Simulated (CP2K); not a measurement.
# How far to go with shifted k-point meshes: MnF₂ (Cmm2, 6 atoms in the cell)

```
MnF2
1.0
    4.84565     0.00000     0.00000
    0.00000     4.84565     0.00000
    0.00000     0.00000     3.29345
Mn F
2 4
Cartesian
  0.00000   0.00000   0.05000
  2.42283   2.42283   1.64672
  1.47792   1.47792   0.00000
  3.90075   0.94490   1.64672
  0.94490   3.90075   1.64672
  3.36773   3.36773   0.00000
```
Moments meant for the start (each program seeds them in its own way; μB, in the order of the atoms Mn Mn F F F F): 5.0 -5.0 0.0 0.0 0.0 0.0.

Computed with LDA (Pade form), GPW, DZVP-MOLOPT-SR-GTH basis, GTH-PADE potentials (GTH_POTENTIALS) (CP2K 2026.2).

Base settings: UKS = T; CUTOFF = 600 Ry; REL_CUTOFF = 60 Ry; SMEAR/METHOD = FERMI_DIRAC; ELECTRONIC_TEMPERATURE = 232.09 K; KPOINTS/SCHEME = MONKHORST-PACK 2 2 3; GAMMA_CENTERED = T; XC_FUNCTIONAL = PADE; Mn1/BASIS_SET = DZVP-MOLOPT-SR-GTH-q15; Mn1/POTENTIAL = GTH-PADE-q15.

In this ladder: GAMMA_CENTERED = default.

Only quantities that move along the ladder and can be compared are tabulated.

The starting cell has typed, rounded lattice constants, without a prior relaxation at this level. Its lattice was rescaled by up to half a per cent. One atom was moved a little off its site on purpose. The magnetic order is the one reached from the typed start; others were not searched systematically. Values carry the incompleteness of an atom-centred basis. In the base run, with a pressure of about -5 GPa the cell is away from its equilibrium volume at this level.

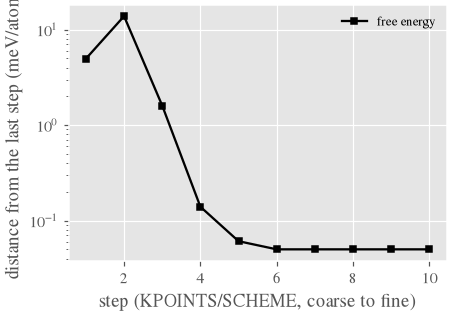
*Distance from the last step along the ladder; very small values are drawn at a floor.*

```csv
KPOINTS/SCHEME,free energy less the last step's (meV/atom),pressure (GPa),largest difference of a force vector from the last step's (eV/Å)
MACDONALD 1 1 2 0.5 0.5 0,-4.95,-4.85,0.049
MONKHORST-PACK 2 2 2,-13.82,-5.25,0.030
MACDONALD 2 2 3 0 0 0.1666666667,-1.60,-5.00,0.001
MACDONALD 3 3 4 0.1666666667 0.1666666667 0,-0.14,-4.98,0.000
MACDONALD 3 3 5 0.1666666667 0.1666666667 0.1,-0.06,-4.97,0.000
MACDONALD 4 4 5 0 0 0.1,-0.02,-4.97,0.000
MONKHORST-PACK 4 4 6,0.00,-4.97,0.000
MACDONALD 5 5 6 0.1 0.1 0,0.00,-4.97,0.000
MACDONALD 5 5 7 0.1 0.1 0.07142857143,0.00,-4.97,0.000
MACDONALD 5 5 8 0.1 0.1 0,0.00,-4.97,0.000
MACDONALD 6 6 9 0 0 0.05555555556,0.00,-4.97,0.000
```

Coarsest KPOINTS/SCHEME that holds the free energy within 0.5 meV/atom of the last step, with all finer ones: MACDONALD 3 3 4 0.1666666667 0.1666666667 0; the step before is off by 1.6 meV/atom.

Coarsest KPOINTS/SCHEME that holds the pressure within 0.1 GPa of the last step, with all finer ones: MACDONALD 2 2 3 0 0 0.1666666667; the step before is off by 0.28 GPa.

Coarsest KPOINTS/SCHEME that holds the forces within 0.005 eV/Å of the last step, with all finer ones: MACDONALD 2 2 3 0 0 0.1666666667; the step before is off by 0.030 eV/Å.
